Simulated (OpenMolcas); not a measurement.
# One shape, several levels: CH4ClGeO (SMILES [CH3][Ge]([OH])[Cl])

We compute a comparison of 6 runs (UHF/STO-3G, UHF/3-21G, U-r2SCAN/6-31G*, U-revPBE/6-31G*, UB3LYP/6-31G*, UBHLYP/6-31G*) of CH4ClGeO. 

The calculation is run with OpenMolcas 26.06.

1 further run of the same task is left out (set aside as unsound or not needed).

## 1. The structure to begin with

The species is CH4ClGeO (8 atoms), meant as a doublet with charge 0. As SMILES, `[CH3][Ge]([OH])[Cl]`. The shape is that of a PBE0-D4/def2-TZVP optimisation. This is one conformer, not always the lowest.

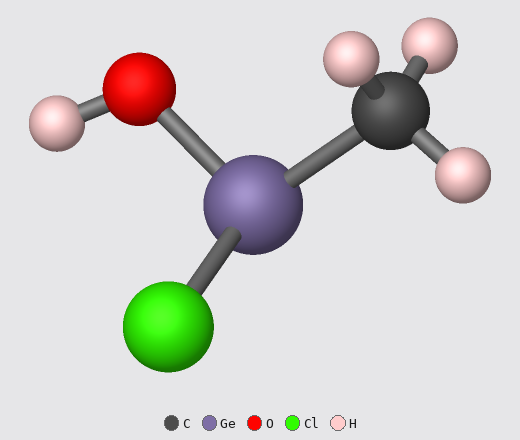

Viewed from a chosen angle; carbon dark grey, germanium purple, oxygen red, chlorine green, hydrogen pink.

## 2. Energy and gradient at UHF/STO-3G (run 1)

Input file coord.xyz:

```xyz
8

C      0.070000     1.235100    -0.045900
Ge    -0.661500    -0.553500     0.272700
O      0.714600    -1.504600     0.880000
Cl    -1.247100    -1.432100    -1.639400
H      0.419500     1.652400     0.898100
H      0.906900     1.122600    -0.737600
H     -0.694800     1.876200    -0.480900
H      0.584600    -2.453200     0.797100
```

Input file calc.input:

```
* CH4ClGeO Hartree-Fock
>>> EXPORT MOLCAS_PRINT=2

&gateway
  baslib=$CurrDir
  coord=coord.xyz
  basis=STO-3G
  group=NoSym

&seward

&scf
  uhf
  spin=2
  thresholds=1e-10 1e-07 1e-07 1e-05
  prorbitals=1 2

&alaska
```

The basis set STO-3G is read from a file made from the Basis Set Exchange's data (not shown).

Command:

```bash
$ export MOLCAS_MEM=1860
$ pymolcas calc.input > calc.log
```

Standard output:

```text
--- Start Module: gateway ---
[...]
--- Stop Module: gateway /rc=_RC_ALL_IS_WELL_ ---
[...]
      Basis functions           41
[...]
--- Start Module: scf ---
[...]
       Convergence after  16 Iterations
[...]
::    Total SCF energy                              -2619.9620358228
[...]
      Total spin, S                                     0.5027310240
[...]
      Total electronic charge=   67.000000
      Total            charge=   -0.000000
[...]
      Dipole Moment (debye):
      Origin of the operator (angstrom)=   -0.5607   -0.6956   -0.1644
                   X= -2.7450E-01               Y=  7.9129E-01               Z=  2.5775E+00           Total=  2.7101E+00
      Quadrupole Moment (debye*angstrom):
[...]
--- Stop Module: scf /rc=_RC_ALL_IS_WELL_ ---
[...]
--- Start Module: alaska ---
[...]
 *              Molecular gradients               *
 **************************************************
  Irreducible representation: a
 ------------------------------------------------------------------------------------------
                              X                       Y                       Z
 ------------------------------------------------------------------------------------------
  C1                8.76501043698052E-03    2.57987760529765E-02   -7.81671826553421E-04
  GE2              -2.91367675135668E-02    8.66932947460874E-03   -8.73944332460397E-03
  O3                1.54536708038577E-02   -5.15108177678023E-02    9.08967133150362E-03
  CL4              -3.54260705818987E-03   -3.18275481316732E-03   -4.79623911702021E-03
  H5                9.80901790929689E-04   -8.62056329502092E-04    8.34083145089082E-03
  H6                4.82279803044694E-03   -8.33085124842514E-03   -5.05806785355656E-03
  H7               -8.44695215661995E-03   -1.63634078681696E-04   -2.37903444435705E-03
  H8                1.11039456663293E-02    2.95820087100145E-02    4.32395378369576E-03
[...]
--- Stop Module: alaska /rc=_RC_ALL_IS_WELL_ ---
[...]
```

Run time: 4.2 s. Hardware: 1 thread of AMD EPYC 7R43 (Zen 3), shared host; peak memory 0.38 GiB.

## 3. Energy and forces at UHF/3-21G (run 2)

Input file calc.input:

```
&GATEWAY
 BASLIB=$CurrDir
 COORD
 8
 angstrom
 C        0.070000       1.235100      -0.045900
 Ge      -0.661500      -0.553500       0.272700
 O        0.714600      -1.504600       0.880000
 Cl      -1.247100      -1.432100      -1.639400
 H        0.419500       1.652400       0.898100
 H        0.906900       1.122600      -0.737600
 H       -0.694800       1.876200      -0.480900
 H        0.584600      -2.453200       0.797100
 BASIS=3-21G
 GROUP=NoSym

&SEWARD

&SCF
 UHF
 SPIN=2
 THRESHOLDS=1e-10 1e-07 1e-07 1e-05
 PRORBITALS=1 1

&ALASKA
```

The basis set 3-21G is read from a file made from the Basis Set Exchange's data (not shown).

Command:

```bash
$ export MOLCAS_MEM=1860
$ pymolcas calc.input > calc.log
```

Standard output:

```text
--- Start Module: gateway ---
[...]
--- Stop Module: gateway /rc=_RC_ALL_IS_WELL_ ---
[...]
      Basis functions           61
[...]
--- Start Module: scf ---
[...]
       Convergence after  16 Iterations
[...]
::    Total SCF energy                              -2637.1376196055
[...]
      Total spin, S                                     0.5027810137
[...]
      Total electronic charge=   67.000000
      Total            charge=   -0.000000
[...]
      Dipole Moment (debye):
      Origin of the operator (angstrom)=   -0.5607   -0.6956   -0.1644
                   X= -3.6840E-01               Y=  1.1141E+00               Z=  2.3930E+00           Total=  2.6653E+00
      Quadrupole Moment (debye*angstrom):
[...]
--- Stop Module: scf /rc=_RC_ALL_IS_WELL_ ---
[...]
--- Start Module: alaska ---
[...]
 *              Molecular gradients               *
 **************************************************
  Irreducible representation: a
 ------------------------------------------------------------------------------------------
                              X                       Y                       Z
 ------------------------------------------------------------------------------------------
  C1                5.70900926846729E-03    2.53574704632697E-03    9.49430991728617E-04
  GE2              -3.17871684121762E-02   -6.95491311824625E-03   -3.12975047515742E-02
  O3                2.84708127800819E-02   -1.20238910485941E-02    1.10718716782081E-02
  CL4               8.36642785670882E-03    9.88629197286706E-03    2.39444397972406E-02
  H5                7.23625380595116E-04    3.42349873199144E-04    5.94670193251590E-03
  H6                3.57272686521704E-03   -4.05854677610479E-03   -3.80213017353137E-03
  H7               -6.04273230371399E-03    4.06057210757371E-04   -1.76662696449825E-03
  H8               -9.01270143513438E-03    9.86690483971842E-03   -5.04618251008002E-03
[...]
--- Stop Module: alaska /rc=_RC_ALL_IS_WELL_ ---
[...]
```

It took 5.1 s on 1 thread of AMD EPYC 7R43 (Zen 3), shared host; peak memory 0.4 GiB.

Runs 3 to 4 aren't shown in full; the table further down has their settings and results.

## 4. Energy and forces at UB3LYP/6-31G(d) (spherical functions) (run 5)

Input file mol.xyz:

```xyz
8

C      0.070000     1.235100    -0.045900
Ge    -0.661500    -0.553500     0.272700
O      0.714600    -1.504600     0.880000
Cl    -1.247100    -1.432100    -1.639400
H      0.419500     1.652400     0.898100
H      0.906900     1.122600    -0.737600
H     -0.694800     1.876200    -0.480900
H      0.584600    -2.453200     0.797100
```

Input file calc.input:

```
>>> EXPORT MOLCAS_PRINT=2

&GATEWAY
 BasLib=$CurrDir
 Coord=mol.xyz
 Basis=6-31Gs
 Group=NoSym

&SEWARD
 GridInput
 Grid=UltraFine
 End of Grid

&SCF
 UHF
 Spin=2
 KSDFT=B3LYP
 Thresholds=1e-10 1e-07 1e-07 1e-05
 PrOrbitals=1 2

&ALASKA
```

The basis set 6-31G* is read from a file made from the Basis Set Exchange's data (not shown).

Command:

```bash
$ export MOLCAS_MEM=1860
$ pymolcas calc.input > calc.log
```

Standard output:

```text
--- Start Module: gateway ---
[...]
--- Stop Module: gateway /rc=_RC_ALL_IS_WELL_ ---
[...]
      Basis functions           86
[...]
--- Start Module: scf ---
[...]
       Convergence after  17 Iterations
[...]
::    Total KS-DFT energy                           -2652.7279943176
[...]
      Total spin, S                                     0.5010990298
[...]
      Total electronic charge=   67.000000
      Total            charge=   -0.000000
[...]
      Dipole Moment (debye):
      Origin of the operator (angstrom)=   -0.5607   -0.6956   -0.1644
                   X=  2.1542E-01               Y=  9.4001E-01               Z=  1.2077E+00           Total=  1.5455E+00
      Quadrupole Moment (debye*angstrom):
[...]
--- Stop Module: scf /rc=_RC_ALL_IS_WELL_ ---
[...]
--- Start Module: alaska ---
[...]
 *              Molecular gradients               *
 **************************************************
  Irreducible representation: a
 ------------------------------------------------------------------------------------------
                              X                       Y                       Z
 ------------------------------------------------------------------------------------------
  C1               -3.15113692216062E-03   -5.09727887942191E-03    1.74256572615894E-03
  GE2               9.69088816116326E-03   -2.40602139610324E-03   -9.05619034198679E-03
  O3               -1.15291102259754E-02   -4.07879476212969E-03   -5.06330673018063E-03
  CL4               3.37595902861132E-03    4.62463919523870E-03    1.13527841938108E-02
  H5               -5.76954263268759E-04   -7.49422821881396E-04   -1.74163076829448E-03
  H6               -1.40710019178503E-03   -3.20699219865661E-04    1.08725243970653E-03
  H7                1.45650132433151E-03   -1.22185685338438E-03    7.34738339907004E-04
  H8                2.14095308892981E-03    9.24943473761797E-03    9.43787140859326E-04
[...]
--- Stop Module: alaska /rc=_RC_ALL_IS_WELL_ ---
[...]
```

Wall time 63 s (1 thread of AMD EPYC 7R43 (Zen 3), shared host); peak memory 0.47 GiB.

## 5. Energy and gradient at UBHLYP/6-31G(d) (spherical functions) (run 6)

coord.xyz is that of step 2.

Input file run.inp:

```
>>> EXPORT MOLCAS_PRINT=2
&gateway
baslib
$CurrDir
coord
coord.xyz
basis
6-31Gs
group
NoSym
&seward
gridinput
Grid=UltraFine
End of Grid
&scf
uhf
spin
2
ksdft
HYB_GGA_XC_BHANDHLYP
thresholds
1e-10 1e-07 1e-07 1e-05
prorbitals
1 1
&alaska
```

The basis set 6-31G* is read from a file made from the Basis Set Exchange's data (not shown).

Command:

```bash
$ export MOLCAS_MEM=1860
$ pymolcas run.inp > run.log
```

Standard output:

```text
--- Start Module: gateway ---
[...]
--- Stop Module: gateway /rc=_RC_ALL_IS_WELL_ ---
[...]
      Basis functions           86
[...]
--- Start Module: scf ---
[...]
       Convergence after  17 Iterations
[...]
::    Total KS-DFT energy                           -2652.5827260173
[...]
      Total spin, S                                     0.5021941811
[...]
      Total electronic charge=   67.000000
      Total            charge=   -0.000000
[...]
      Dipole Moment (debye):
      Origin of the operator (angstrom)=   -0.5607   -0.6956   -0.1644
                   X= -1.0515E-02               Y=  1.0046E+00               Z=  1.3316E+00           Total=  1.6681E+00
      Quadrupole Moment (debye*angstrom):
[...]
--- Stop Module: scf /rc=_RC_ALL_IS_WELL_ ---
[...]
--- Start Module: alaska ---
[...]
 *              Molecular gradients               *
 **************************************************
  Irreducible representation: a
 ------------------------------------------------------------------------------------------
                              X                       Y                       Z
 ------------------------------------------------------------------------------------------
  C1               -1.56474147069918E-03   -3.64843214923383E-03    1.39210460773809E-03
  GE2              -9.22112951194265E-04   -2.76826515191786E-04   -5.21765015584563E-03
  O3                2.28467328554416E-04    2.25828954817686E-03    4.63283380652157E-04
  CL4               1.17007033554550E-03    1.79675619451203E-03    4.41884318013308E-03
  H5                1.09610633820290E-03    1.25024786500605E-03    3.37183405858177E-03
  H6                2.97292139938587E-03   -9.32037962125265E-04   -2.61360207956818E-03
  H7               -2.87996189709183E-03    1.69402485793180E-03   -1.44358308011339E-03
  H8               -1.00749082835083E-04   -2.14202183913503E-03   -3.71229911780388E-04
[...]
--- Stop Module: alaska /rc=_RC_ALL_IS_WELL_ ---
[...]
```

Run time: 58 s. Hardware: 1 thread of AMD EPYC 7R43 (Zen 3), shared host; peak memory 0.47 GiB.

## 6. The series

```
run                                  level      task  integration grid   energy (Eh)  dipole moment (D)  HOMO energy (eV)  LUMO energy (eV)  wall time
  1                             UHF/STO-3G  gradient                 –  -2619.962036               2.71             -6.92              3.78      4.2 s
  2                              UHF/3-21G  gradient                 –  -2637.137620               2.67             -9.24              0.36      5.1 s
  3  U-r2SCAN/6-31G* (spherical functions)    energy         UltraFine  -2652.563337               1.57             -5.40             -3.58       63 s
  4  U-revPBE/6-31G* (spherical functions)  gradient         UltraFine  -2652.388118               1.50             -4.94             -3.73       57 s
  5    UB3LYP/6-31G* (spherical functions)  gradient         UltraFine  -2652.727994               1.55             -5.93             -3.36       63 s
  6    UBHLYP/6-31G* (spherical functions)  gradient         UltraFine  -2652.582726               1.67             -7.30             -2.22       58 s
```

## 7. Summary of results

```
                                 quantity           value
                      run 6: total energy  -2652.58273 Eh
                     run 6: dipole moment          1.67 D
run 6: HOMO energy (highest over α and β)        -7.30 eV
 run 6: LUMO energy (lowest over α and β)        -2.22 eV
                              run 6: ⟨S²⟩           0.754
          run 6: largest force on an atom      0.273 eV/Å
```

What this shows: The dipole moment (its size) runs from 1.50 D (U-revPBE/6-31G*) to 2.71 D (UHF/STO-3G). The two ends differ in method and basis. Totals of different functionals can't be ranked against each other. In run 1 the basis is minimal, so the values are rough. All runs together took 4.2 min, the longest 63 s.
